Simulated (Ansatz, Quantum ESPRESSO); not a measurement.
## TmGa3 (Pm-3m): zone-centre phonons

Aim: the zone-centre modes of TmGa3 (Pm-3m).

Calculated with Quantum ESPRESSO 7.5; DFT PBEsol, scalar-relativistic, plane waves, PseudoDojo norm-conserving, 4f in core pseudopotentials.

## (1) Set-up

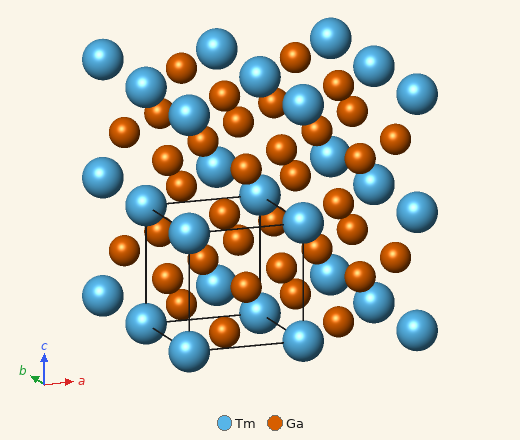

The starting structure, seen slightly off an axis (thulium blue, gallium orange). 2×2×2 cells are drawn. Some periodic images of atoms are drawn too.

Coordinates:

```
Tm Ga
1.0
     4.18800    0.00000    0.00000
     0.00000    4.18800    0.00000
     0.00000    0.00000    4.18800
Tm Ga
1 3
Direct
  0.00000 0.00000 0.00000
  0.00000 0.50000 0.50000
  0.50000 0.00000 0.50000
  0.50000 0.50000 0.00000
```

## (2) A probe with smearing

Before anything dear is run, a loose run with smearing shows whether this is a metal and how far the cell is from rest.

File probe.in:

```
&CONTROL
  calculation = 'scf'
  prefix      = 'x'
  outdir      = './tmp'
  pseudo_dir  = './pseudo'
  tprnfor     = .true.
  tstress     = .true.
  verbosity   = 'high'
/
&SYSTEM
  ibrav       = 1
  celldm(1)   = 7.91417301
  nat         = 4
  ntyp        = 2
  ecutwfc     = 80.0
  input_dft   = 'pbesol'
  occupations = 'smearing'
  smearing    = 'gaussian'
  degauss     = 0.01
/
&ELECTRONS
  conv_thr         = 1.0d-07
  mixing_beta      = 0.7
  electron_maxstep = 100
/
ATOMIC_SPECIES
 Tm    168.9342  Tm.upf
 Ga     69.7230  Ga.upf
ATOMIC_POSITIONS crystal
 Tm     0.000000000   0.000000000   0.000000000
 Ga     0.000000000   0.500000000   0.500000000
 Ga     0.500000000   0.000000000   0.500000000
 Ga     0.500000000   0.500000000   0.000000000
K_POINTS automatic
 4 4 4 0 0 0
```

Started as:

```
$ OMP_NUM_THREADS=1 mpirun -n 4 pw.x -nk 4 -in probe.in > probe.out
```

The program printed:

```text
[banners, grids, parts of the stress and lines that vanish by symmetry left out]
Program PWSCF v.7.5
     IMPORTANT: XC functional enforced from input :
     Exchange-correlation= PBESOL
                           (   1   4  10   8   0   0   0)
[...]
kinetic-energy cutoff     =      80.0000  Ry
     charge density cutoff     =     320.0000  Ry
     scf convergence threshold =      1.0E-07
[...]
Exchange-correlation= PBESOL
                           (   1   4  10   8   0   0   0)
[...]
48 Sym. Ops., with inversion, found
[...]
(     0          1          0      )
                  (     0          0          1      )
[...]
(  0.0000000  1.0000000  0.0000000 )
                  (  0.0000000  0.0000000  1.0000000 )
[...]
(     0         -1          0      )
[...]
(     1          0          0      )
[...]
( -1.0000000  0.0000000  0.0000000 )
                  (  0.0000000  1.0000000  0.0000000 )
[...]
number of k points=    10  Gaussian smearing, width (Ry)=  0.0100
[...]
End of self-consistent calculation
[...]
the Fermi energy is    12.8474 ev
!    total energy              =    -549.78295988 Ry
[...]
convergence has been achieved in   6 iterations
[...]
atom    1 type  1   force =     0.00000000    0.00000000    0.00000000
     atom    2 type  2   force =     0.00000000    0.00000000    0.00000000
     atom    3 type  2   force =     0.00000000    0.00000000    0.00000000
     atom    4 type  2   force =     0.00000000    0.00000000    0.00000000
[...]
Total force =     0.000000     Total SCF correction =     0.000000
[...]
total   stress  (Ry/bohr**3)                   (kbar)     P=       -5.93
[...]
XML data file, charge density, pseudopotentials, collected wavefunctions

   JOB DONE.
```

Run time: 8.3 s. Hardware: 4 MPI ranks of Arm Neoverse V1, shared host; 33 s of CPU time.

This step gave:

```yaml
volume_per_atom: 18.36 Å³
pressure: -0.593 GPa
gap_on_the_k_mesh: 0 eV
```

No gap opens on this mesh, so smearing is kept; the start stands at -0.59 GPa.

## (3) Relaxation

The relaxation runs at a cutoff a fifth above that of the response, since stress converges more slowly with the basis than frequencies do. Forces and stress are brought to rest with tight thresholds.

File relax.in:

```
&CONTROL
  calculation   = 'vc-relax'
  prefix        = 'x'
  outdir        = './tmp'
  pseudo_dir    = './pseudo'
  tprnfor       = .true.
  tstress       = .true.
  forc_conv_thr = 2.0d-05
  etot_conv_thr = 1.0d-07
  nstep         = 40
/
&SYSTEM
  ibrav       = 1
  celldm(1)   = 7.91417301
  nat         = 4
  ntyp        = 2
  ecutwfc     = 96
  input_dft   = 'pbesol'
  occupations = 'smearing'
  smearing    = 'mv'
  degauss     = 0.02
/
&ELECTRONS
  conv_thr         = 1.0d-11
  mixing_beta      = 0.7
  electron_maxstep = 100
/
&IONS
/
&CELL
  press_conv_thr = 0.2
/
ATOMIC_SPECIES
 Tm    168.9342  Tm.upf
 Ga     69.7230  Ga.upf
ATOMIC_POSITIONS crystal
 Tm     0.000000000   0.000000000   0.000000000
 Ga     0.000000000   0.500000000   0.500000000
 Ga     0.500000000   0.000000000   0.500000000
 Ga     0.500000000   0.500000000   0.000000000
K_POINTS automatic
 10 10 10 0 0 0
```

Started as:

```
$ OMP_NUM_THREADS=1 mpirun -n 4 pw.x -nk 4 -in relax.in > relax.out
```

The program printed:

```text
[banners, grids, parts of the stress and lines that vanish by symmetry left out]
[banner, memory and clock lines left out]
Program PWSCF v.7.5

[...]
Exchange-correlation= PBESOL
                           (   1   4  10   8   0   0   0)
[...]
kinetic-energy cutoff     =      96.0000  Ry
     charge density cutoff     =     384.0000  Ry
     scf convergence threshold =      1.0E-11
[...]
energy convergence thresh.=      1.0E-07
     force convergence thresh. =      2.0E-05
     press convergence thresh. =      2.0E-01
     Exchange-correlation= PBESOL
                           (   1   4  10   8   0   0   0)
[...]
48 Sym. Ops., with inversion, found
[...]
number of k points=    56  Marzari-Vanderbilt smearing, width (Ry)=  0.0200
[...]
End of self-consistent calculation
[...]
the Fermi energy is    12.7384 ev
!    total energy              =    -549.77776049 Ry
[...]
convergence has been achieved in   9 iterations
[...]
atom    1 type  1   force =     0.00000000    0.00000000    0.00000000
     atom    2 type  2   force =     0.00000000    0.00000000    0.00000000
     atom    3 type  2   force =     0.00000000    0.00000000    0.00000000
     atom    4 type  2   force =     0.00000000    0.00000000    0.00000000
     Total force =     0.000000     Total SCF correction =     0.000000
[...]
total   stress  (Ry/bohr**3)                   (kbar)     P=      -13.25
[...]
number of bfgs steps    =   0
[...]
CELL_PARAMETERS (alat=  7.91417301)
[...]
ATOMIC_POSITIONS (crystal)
Tm               0.0000000000        0.0000000000        0.0000000000
Ga               0.0000000000        0.5000000000        0.5000000000
Ga               0.5000000000        0.0000000000        0.5000000000
Ga               0.5000000000        0.5000000000        0.0000000000
[...]
New effective cutoffs (rho, wfc):  385.59   96.43
[...]
End of self-consistent calculation
[...]
the Fermi energy is    12.8450 ev
!    total energy              =    -549.77800357 Ry
[...]
convergence has been achieved in   8 iterations
[...]
atom    1 type  1   force =     0.00000000    0.00000000    0.00000000
     atom    2 type  2   force =     0.00000000    0.00000000    0.00000000
     atom    3 type  2   force =     0.00000000    0.00000000    0.00000000
     atom    4 type  2   force =     0.00000000    0.00000000    0.00000000
     Total force =     0.000000     Total SCF correction =     0.000000
[...]
total   stress  (Ry/bohr**3)                   (kbar)     P=       -8.13
[...]
number of bfgs steps    =   1
[...]
CELL_PARAMETERS (alat=  7.91417301)
[...]
ATOMIC_POSITIONS (crystal)
[...]
New effective cutoffs (rho, wfc):  388.21   97.08
[...]
End of self-consistent calculation
[...]
the Fermi energy is    13.0066 ev
!    total energy              =    -549.77814457 Ry
[...]
convergence has been achieved in   9 iterations
[...]
atom    1 type  1   force =     0.00000000    0.00000000    0.00000000
     atom    2 type  2   force =     0.00000000    0.00000000    0.00000000
     atom    3 type  2   force =     0.00000000    0.00000000    0.00000000
     atom    4 type  2   force =     0.00000000    0.00000000    0.00000000
     Total force =     0.000000     Total SCF correction =     0.000000
[...]
total   stress  (Ry/bohr**3)                   (kbar)     P=       -0.13
[...]
number of bfgs steps    =   2
[...]
CELL_PARAMETERS (alat=  7.91417301)
[...]
ATOMIC_POSITIONS (crystal)
[...]
New effective cutoffs (rho, wfc):  388.25   97.10
[...]
End of self-consistent calculation
[...]
the Fermi energy is    13.0091 ev
!    total energy              =    -549.77814460 Ry
[...]
convergence has been achieved in   6 iterations
[...]
atom    1 type  1   force =     0.00000000    0.00000000    0.00000000
     atom    2 type  2   force =     0.00000000    0.00000000    0.00000000
     atom    3 type  2   force =     0.00000000    0.00000000    0.00000000
     atom    4 type  2   force =     0.00000000    0.00000000    0.00000000
     Total force =     0.000000     Total SCF correction =     0.000000
[...]
total   stress  (Ry/bohr**3)                   (kbar)     P=        0.00
[...]
bfgs converged in   4 scf cycles and   3 bfgs steps
[...]
End of BFGS Geometry Optimization
     Final enthalpy           =    -549.7781446011 Ry
     File ./tmp/x.bfgs deleted, as requested
[...]
CELL_PARAMETERS (alat=  7.91417301)
[...]
ATOMIC_POSITIONS (crystal)
[...]
Ga               0.5000000000        0.0000000000        0.5000000000
Ga               0.5000000000        0.5000000000        0.0000000000
[...]
Final scf calculation at the relaxed structure.
[...]
kinetic-energy cutoff     =      96.0000  Ry
     charge density cutoff     =     384.0000  Ry
     scf convergence threshold =      1.0E-13
[...]
press convergence thresh. =      2.0E-01
     Exchange-correlation= PBESOL
                           (   1   4  10   8   0   0   0)
[...]
48 Sym. Ops., with inversion, found
[...]
number of k points=    56  Marzari-Vanderbilt smearing, width (Ry)=  0.0200
[...]
c_bands:  1 eigenvalues not converged
     c_bands:  1 eigenvalues not converged
     c_bands:  1 eigenvalues not converged
     c_bands:  1 eigenvalues not converged
[...]
End of self-consistent calculation
[...]
the Fermi energy is    13.0091 ev
!    total energy              =    -549.77814332 Ry
[...]
convergence has been achieved in  11 iterations
[...]
atom    1 type  1   force =     0.00000000    0.00000000    0.00000000
     atom    2 type  2   force =     0.00000000    0.00000000    0.00000000
     atom    3 type  2   force =     0.00000000    0.00000000    0.00000000
     atom    4 type  2   force =     0.00000000    0.00000000    0.00000000
     Total force =     0.000000     Total SCF correction =     0.000000
[...]
total   stress  (Ry/bohr**3)                   (kbar)     P=        0.00
[...]
XML data file, charge density, pseudopotentials, collected wavefunctions
```

Elapsed: 4.7 min, on 4 MPI ranks; 19 min of CPU time.

Step by step:

| step | energy less that of the first step (eV) | largest force (eV/Å) | pressure (GPa) | volume (Å³) |
| --- | --- | --- | --- | --- |
| 1 | 0.0000 | 0.0000 | -1.32 | 73.45 |
| 2 | -0.0033 | 0.0000 | -0.81 | 72.96 |
| 3 | -0.0052 | 0.0000 | -0.01 | 72.22 |
| 4 | -0.0052 | 0.0000 | 0.00 | 72.21 |
| 5 | -0.0052 | 0.0000 | 0.00 | 72.21 |

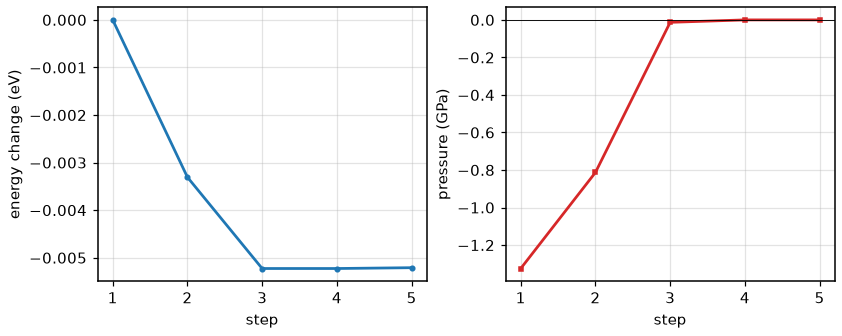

Energy and pressure along the relaxation.

| conventional cell, symmetrised | before | after | change |
| --- | --- | --- | --- |
| a (Å) | 4.188 | 4.164 | -0.6 % |
| b (Å) | 4.188 | 4.164 | -0.6 % |
| c (Å) | 4.188 | 4.164 | -0.6 % |
| volume (Å³/atom) | 18.36 | 18.05 | -1.7 % |

Final coordinates:

```xyz
4
Lattice="4.1642 0.0000 0.0000 0.0000 4.1642 0.0000 0.0000 0.0000 4.1642" Properties=species:S:1:pos:R:3 pbc="T T T"
Tm    0.0000    0.0000    0.0000
Ga    0.0000    2.0821    2.0821
Ga    2.0821    0.0000    2.0821
Ga    2.0821    2.0821    0.0000
```

The last row of the table of steps is pw.x's closing run on a basis chosen anew for the final cell, so its energy can jump.

This step gave:

| Property | Result |
| --- | --- |
| volume per atom | 18.05 Å³ |
| pressure | 0 GPa |

The volume changes by -1.7 % from the cell with which this run began.

## (4) Self-consistent run for the response

The response is built on this ground state, so it is converged far tighter than an energy would need. Smearing stays on, as the first look found no gap above 0.3 eV.

File scf.in:

```
&CONTROL
  calculation = 'scf'
  prefix      = 'x'
  outdir      = './tmp'
  pseudo_dir  = './pseudo'
  tprnfor     = .true.
  tstress     = .true.
/
&SYSTEM
  ibrav       = 1
  celldm(1)   = 7.86920354
  nat         = 4
  ntyp        = 2
  ecutwfc     = 80.0
  input_dft   = 'pbesol'
  occupations = 'smearing'
  smearing    = 'mv'
  degauss     = 0.02
/
&ELECTRONS
  conv_thr         = 1.0d-12
  mixing_beta      = 0.7
  electron_maxstep = 100
/
ATOMIC_SPECIES
 Tm    168.9342  Tm.upf
 Ga     69.7230  Ga.upf
ATOMIC_POSITIONS crystal
 Tm     0.000000000   0.000000000   0.000000000
 Ga     0.000000000   0.500000000   0.500000000
 Ga     0.500000000   0.000000000   0.500000000
 Ga     0.500000000   0.500000000   0.000000000
K_POINTS automatic
 10 10 10 0 0 0
```

Started as:

```
$ OMP_NUM_THREADS=1 mpirun -n 4 pw.x -nk 4 -in scf.in > scf.out
```

The program printed:

```text
[banners, grids, parts of the stress and lines that vanish by symmetry left out]
[banner, memory and clock lines left out]
Program PWSCF v.7.5

[...]
Exchange-correlation= PBESOL
                           (   1   4  10   8   0   0   0)
[...]
kinetic-energy cutoff     =      80.0000  Ry
     charge density cutoff     =     320.0000  Ry
     scf convergence threshold =      1.0E-12
[...]
Exchange-correlation= PBESOL
                           (   1   4  10   8   0   0   0)
[...]
48 Sym. Ops., with inversion, found
[...]
number of k points=    56  Marzari-Vanderbilt smearing, width (Ry)=  0.0200
[...]
End of self-consistent calculation
[...]
the Fermi energy is    13.0092 ev
!    total energy              =    -549.77805820 Ry
[...]
convergence has been achieved in   9 iterations
[...]
atom    1 type  1   force =     0.00000000    0.00000000    0.00000000
     atom    2 type  2   force =     0.00000000    0.00000000    0.00000000
     atom    3 type  2   force =     0.00000000    0.00000000    0.00000000
     atom    4 type  2   force =     0.00000000    0.00000000    0.00000000
     Total force =     0.000000     Total SCF correction =     0.000000
[...]
total   stress  (Ry/bohr**3)                   (kbar)     P=       -0.46
[...]
XML data file, charge density, pseudopotentials, collected wavefunctions
```

The job ended after 46 s (4 MPI ranks).

Numbers from this step:

* pressure: -0.04600 GPa

The cell stands at -0.046 GPa, close enough for phonons.

(Continued in part 2 of 4.)

[Host names and launcher messages were left out of these logs when they were recorded.]

[Logs are printed without paths, hosts, clocks, repeated set-up lines and the standing remarks that a program may print on its own settings, such as how far it seeks lower states.]

[Hosts, paths, dates, database ids (printed as entryN), source tags and the programs' standing remarks are cut or masked in the printed files.]
